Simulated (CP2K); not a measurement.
**CHClInNO (SMILES O=C=[N][InH][Cl]): BLYP-D3(BJ)/DZVP-MOLOPT-SR-GTH (core potential)**

What is the energy change on altering one bond length of CHClInNO at BLYP-D3(BJ)/DZVP-MOLOPT-SR-GTH (core potential)? 

Program for the calculation: CP2K 2026.2.

2 further runs of the same task are left out: 2 that didn't finish. Runs told in other sessions of the task aren't counted.

## (1) The structure to begin with

CHClInNO: 6 atoms, total charge 0, spin state singlet. SMILES: `O=C=[N][InH][Cl]`. The coordinates come from a PBE0-D4/def2-TZVP relaxation. This is one conformer, not always the lowest.

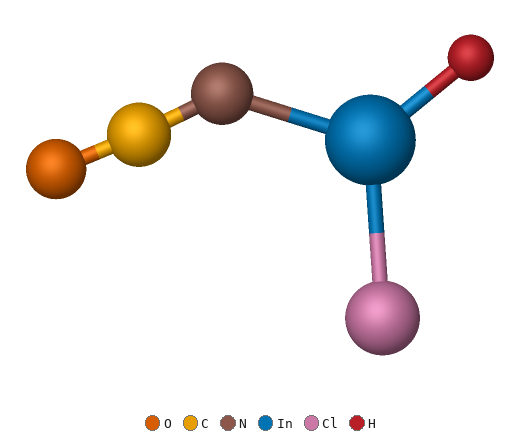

Viewed from a chosen angle; oxygen orange, carbon amber, nitrogen brown, indium blue, chlorine pink, hydrogen red.

## (2) A single-point energy at BLYP-D3(BJ)/DZVP-MOLOPT-SR-GTH (core potential)

gas.inp

```
&GLOBAL
    PROJECT_NAME gas
    RUN_TYPE ENERGY
    PRINT_LEVEL MEDIUM
&END GLOBAL

&FORCE_EVAL
    METHOD QS
    &DFT
        BASIS_SET_FILE_NAME BASIS_MOLOPT
        POTENTIAL_FILE_NAME GTH_POTENTIALS
        &QS
            METHOD GPW
            EPS_DEFAULT 1.0E-10
        &END QS
        &MGRID
            CUTOFF 400
            REL_CUTOFF 50
            NGRIDS 4
        &END MGRID
        &POISSON
            PERIODIC NONE
            POISSON_SOLVER MULTIPOLE
        &END POISSON
        &SCF
            SCF_GUESS ATOMIC
            EPS_SCF 1.0E-06
            MAX_SCF 40
            &OT
                MINIMIZER CG
                PRECONDITIONER FULL_SINGLE_INVERSE
            &END OT
            &OUTER_SCF
                EPS_SCF 1.0E-06
                MAX_SCF 8
            &END OUTER_SCF
        &END SCF
        &XC
            &XC_FUNCTIONAL BLYP
            &END XC_FUNCTIONAL
            &VDW_POTENTIAL
                POTENTIAL_TYPE PAIR_POTENTIAL
                &PAIR_POTENTIAL
                    TYPE DFTD3(BJ)
                    PARAMETER_FILE_NAME dftd3.dat
                    REFERENCE_FUNCTIONAL BLYP
                    R_CUTOFF 15
                &END PAIR_POTENTIAL
            &END VDW_POTENTIAL
        &END XC
        &PRINT
            &MOMENTS
                PERIODIC F
                REFERENCE COM
                MAX_MOMENT 1
            &END MOMENTS
            &MO_CUBES
                NLUMO 1
                NHOMO -1
                WRITE_CUBE F
            &END MO_CUBES
            &HIRSHFELD OFF
            &END HIRSHFELD
        &END PRINT
    &END DFT
    &SUBSYS
        &CELL
            ABC 10.4 11.3 10.1
            PERIODIC NONE
        &END CELL
        &COORD
            O      1.628000    -2.320400     0.058100
            C      0.896600    -1.470900     0.379300
            N      0.136700    -0.626900     0.782100
            In    -0.744200     1.027900     0.031300
            Cl    -0.127000     1.382000    -2.172000
            H     -1.790100     2.008300     0.921200
        &END COORD
        &TOPOLOGY
            &CENTER_COORDINATES
            &END CENTER_COORDINATES
        &END TOPOLOGY
        &KIND O
            BASIS_SET DZVP-MOLOPT-SR-GTH-q6
            POTENTIAL GTH-BLYP-q6
        &END KIND
        &KIND C
            BASIS_SET DZVP-MOLOPT-SR-GTH-q4
            POTENTIAL GTH-BLYP-q4
        &END KIND
        &KIND N
            BASIS_SET DZVP-MOLOPT-SR-GTH-q5
            POTENTIAL GTH-BLYP-q5
        &END KIND
        &KIND In
            BASIS_SET DZVP-MOLOPT-SR-GTH-q13
            POTENTIAL GTH-BLYP-q13
        &END KIND
        &KIND Cl
            BASIS_SET DZVP-MOLOPT-SR-GTH-q7
            POTENTIAL GTH-BLYP-q7
        &END KIND
        &KIND H
            BASIS_SET DZVP-MOLOPT-SR-GTH-q1
            POTENTIAL GTH-BLYP-q1
        &END KIND
    &END SUBSYS
&END FORCE_EVAL
```

Started as:

```
$ OMP_NUM_THREADS=1 cp2k.psmp -i gas.inp -o gas.out
```

What it wrote, shortened:

```text
CP2K| version string:                                       CP2K version 2026.2
[...]
 GLOBAL| Method name                                                        CP2K
[...]
 GLOBAL| Run type                                                         ENERGY
[...]
 DFT| Spin restricted Kohn-Sham (RKS) calculation                            RKS
 DFT| Multiplicity                                                             1
[...]
 DFT| Charge                                                                   0
[...]
 FUNCTIONAL| BECKE88:
 FUNCTIONAL| LYP:
[...]
 QS| Method:                                                                 GPW
[...]
 QS| Density cutoff [a.u.]:                                                200.0
[...]
 QS| Relative density cutoff [a.u.]:                                        25.0
[...]
                             - Atoms:                                          6
[...]
                             - Spherical basis functions:                     82
[...]
 Number of electrons:                                                         36
[...]
     1 OT CG       0.80E-01    1.0     0.16671089      -100.7810995169 -1.01E+02
[...]
    24 OT CG       0.14E+00    1.1     0.00000097      -103.2796625239 -4.18E-10
  *** SCF run converged in    24 steps ***
[...]
  Overlap energy of the core charge distribution:               0.00000351533886
  Self energy of the core charge distribution:               -205.07728427026339
  Core Hamiltonian energy:                                     59.91915736645183
  Hartree energy:                                              60.17203828428414
  Exchange-correlation energy:                                -18.28229898232071
  Dispersion energy:                                           -0.01127843738859
  Total energy:                                              -103.27966252389788
[...]
                     Mulliken Population Analysis
 #  Atom  Element  Kind  Atomic population                           Net charge
       1     O        1          6.171935                             -0.171935
       2     C        2          3.575899                              0.424101
       3     N        3          5.438207                             -0.438207
       4     In       4         12.708770                              0.291230
       5     Cl       5          7.206596                             -0.206596
       6     H        6          0.898593                              0.101407
 # Total charge                             36.000000                 -0.000000
[...]
  Dipole moment [Debye]
    X= -0.2126779E+01 Y=  0.2222000E+01 Z=  0.1387888E+01  Total=      3.3744188
[...]
 HOMO - LUMO gap [eV] :    4.344562
 ENERGY| Total FORCE_EVAL ( QS ) energy [hartree]           -103.279662523897883
[...]
```

It took 40 s on 1 thread of Arm Neoverse V2, shared host; peak memory 0.89 GiB.

## (3) The distorted shape

molecule.xyz

```xyz
6

O      1.941769    -2.614519    -0.208869
C      1.210369    -1.765019     0.112331
N      0.450469    -0.921019     0.515131
In    -0.430431     0.733781    -0.235669
Cl     0.186769     1.087881    -2.438969
H     -1.790100     2.008300     0.921200
```

run.inp

```
&GLOBAL
  PROJECT_NAME run
  RUN_TYPE ENERGY
  PRINT_LEVEL MEDIUM
&END GLOBAL
&FORCE_EVAL
  METHOD QS
  &DFT
    BASIS_SET_FILE_NAME BASIS_MOLOPT
    POTENTIAL_FILE_NAME GTH_POTENTIALS
    CHARGE 0
    MULTIPLICITY 1
    &QS
      METHOD GPW
      EPS_DEFAULT 1.0E-10
    &END QS
    # plane-wave cutoff in Ry
    &MGRID
      CUTOFF 400
      REL_CUTOFF 50
      NGRIDS 4
    &END MGRID
    &POISSON
      PERIODIC NONE
      POISSON_SOLVER MULTIPOLE
    &END POISSON
    &SCF
      SCF_GUESS ATOMIC
      EPS_SCF 1.0E-06
      MAX_SCF 30
      &OT ON
        MINIMIZER DIIS
        PRECONDITIONER FULL_ALL
      &END OT
      &OUTER_SCF
        EPS_SCF 1.0E-06
        MAX_SCF 10
      &END OUTER_SCF
    &END SCF
    # exchange and correlation
    &XC
      &XC_FUNCTIONAL BLYP
      &END XC_FUNCTIONAL
      &VDW_POTENTIAL
        POTENTIAL_TYPE PAIR_POTENTIAL
        &PAIR_POTENTIAL
          TYPE DFTD3(BJ)
          PARAMETER_FILE_NAME dftd3.dat
          REFERENCE_FUNCTIONAL BLYP
          R_CUTOFF 15
        &END PAIR_POTENTIAL
      &END VDW_POTENTIAL
    &END XC
    &PRINT
      &MOMENTS
        PERIODIC F
        REFERENCE COM
        MAX_MOMENT 1
      &END MOMENTS
      &MO_CUBES
        NLUMO 5
        NHOMO -1
        WRITE_CUBE F
      &END MO_CUBES
      &HIRSHFELD OFF
      &END HIRSHFELD
    &END PRINT
  &END DFT
  # atoms, cell and kinds
  &SUBSYS
    # vacuum box
    &CELL
      ABC [angstrom] 10.7 11.6 10.4
      PERIODIC NONE
    &END CELL
    &TOPOLOGY
      COORD_FILE_NAME molecule.xyz
      COORD_FILE_FORMAT XYZ
      &CENTER_COORDINATES
      &END CENTER_COORDINATES
    &END TOPOLOGY
    &KIND O
      BASIS_SET DZVP-MOLOPT-SR-GTH-q6
      POTENTIAL GTH-BLYP-q6
    &END KIND
    &KIND C
      BASIS_SET DZVP-MOLOPT-SR-GTH-q4
      POTENTIAL GTH-BLYP-q4
    &END KIND
    &KIND N
      BASIS_SET DZVP-MOLOPT-SR-GTH-q5
      POTENTIAL GTH-BLYP-q5
    &END KIND
    &KIND In
      BASIS_SET DZVP-MOLOPT-SR-GTH-q13
      POTENTIAL GTH-BLYP-q13
    &END KIND
    &KIND Cl
      BASIS_SET DZVP-MOLOPT-SR-GTH-q7
      POTENTIAL GTH-BLYP-q7
    &END KIND
    &KIND H
      BASIS_SET DZVP-MOLOPT-SR-GTH-q1
      POTENTIAL GTH-BLYP-q1
    &END KIND
  &END SUBSYS
&END FORCE_EVAL
```

Started as:

```
$ OMP_NUM_THREADS=1 cp2k.psmp -i run.inp > run.out 2>&1
```

What it wrote, shortened:

```text
CP2K| version string:                                       CP2K version 2026.2
[...]
 GLOBAL| Method name                                                        CP2K
[...]
 GLOBAL| Run type                                                         ENERGY
[...]
 DFT| Spin restricted Kohn-Sham (RKS) calculation                            RKS
 DFT| Multiplicity                                                             1
[...]
 DFT| Charge                                                                   0
[...]
 FUNCTIONAL| BECKE88:
 FUNCTIONAL| LYP:
[...]
 QS| Method:                                                                 GPW
[...]
 QS| Density cutoff [a.u.]:                                                200.0
[...]
 QS| Relative density cutoff [a.u.]:                                        25.0
[...]
                             - Atoms:                                          6
[...]
                             - Spherical basis functions:                     82
[...]
 Number of electrons:                                                         36
[...]
     1 OT DIIS     0.15E+00    1.2     0.17424674      -100.7215052086 -1.01E+02
[...]
    27 OT DIIS     0.15E+00    1.2     0.00000093      -103.2478594002 -2.47E-10
  *** SCF run converged in    27 steps ***
[...]
  Overlap energy of the core charge distribution:               0.00000344131436
  Self energy of the core charge distribution:               -205.07728427026339
  Core Hamiltonian energy:                                     59.83332926803186
  Hartree energy:                                              60.23142393698406
  Exchange-correlation energy:                                -18.22358584273531
  Dispersion energy:                                           -0.01174593350528
  Total energy:                                              -103.24785940017368
[...]
  Dipole moment [Debye]
    X= -0.1868287E+01 Y=  0.2008200E+01 Z=  0.1122363E+01  Total=      2.9636232
[...]
 WARNING : did not converge in ot_eigensolver
 number of iterations          299  exceeded maximum
 current gradient / target gradient   2.5943577620080532E-005  /    1.0000000000000001E-005
[...]
 HOMO - LUMO gap [eV] :    3.608716
 ENERGY| Total FORCE_EVAL ( QS ) energy [hartree]           -103.247859400173681
[...]
```

Wall time 36 s (1 thread of Arm Neoverse V2, shared host); peak memory 0.99 GiB.

## (4) What came out

Level: BLYP-D3(BJ)/DZVP-MOLOPT-SR-GTH (core potential).

```
                                                          quantity          value
                                         first shape: total energy  -103.27966 Eh
                                        first shape: dipole moment         3.37 D
                                          first shape: HOMO energy       -7.02 eV
                                          first shape: LUMO energy       -2.68 eV
                                        first shape: HOMO–LUMO gap        4.34 eV
                                    first shape: dispersion energy  -29.61 kJ/mol
                                     distorted shape: total energy  -103.24786 Eh
                                    distorted shape: dipole moment         2.96 D
                                      distorted shape: HOMO energy       -7.12 eV
                                      distorted shape: LUMO energy       -3.51 eV
                                    distorted shape: HOMO–LUMO gap        3.61 eV
                                distorted shape: dispersion energy  -30.84 kJ/mol
energy change with the In4–H6 bond stretched from 1.687 to 2.194 Å       0.865 eV
```

With the In4–H6 bond stretched from 1.687 to 2.194 Å the energy rises by 0.87 eV (20.0 kcal/mol). The first shape isn't relaxed at this level, so the change isn't measured from a minimum.
